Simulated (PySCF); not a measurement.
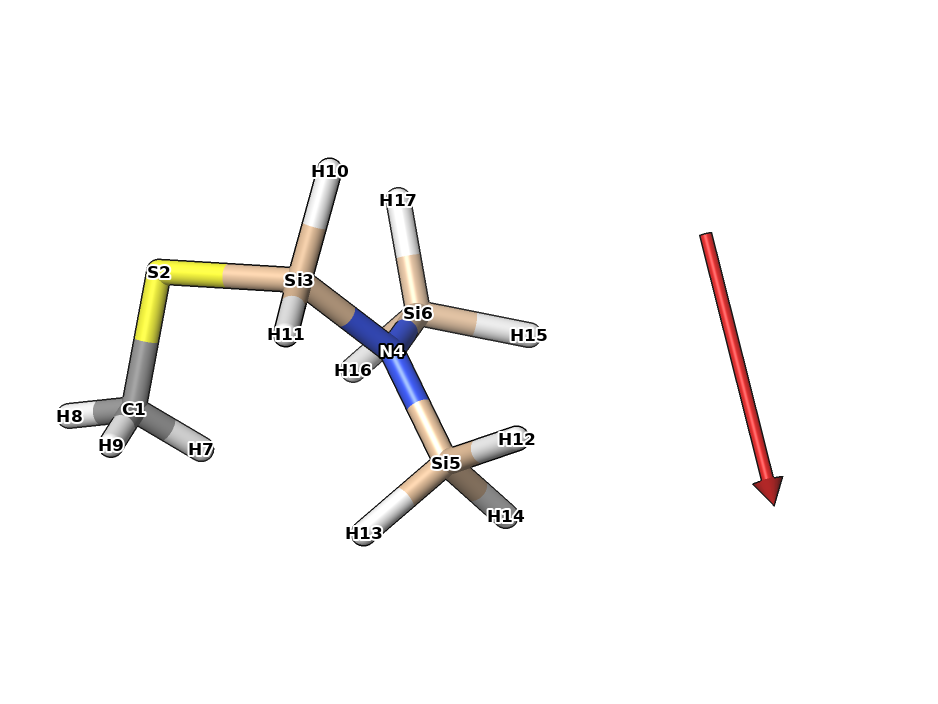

The arrow beside the molecule shows the direction of the dipole moment, from the negative to the positive end (its length means nothing). Computed geometry: PBE0-D3(BJ)/def2-SVP optimisation. No frequency run is at hand to confirm it as a minimum. Method: PBE0/6-31G*, gas phase (PySCF 2.14.0).

### How large is the dipole moment?

1.54 D; it points from the side of H10 to the side of H13, H14 (the outermost atoms at the two ends).
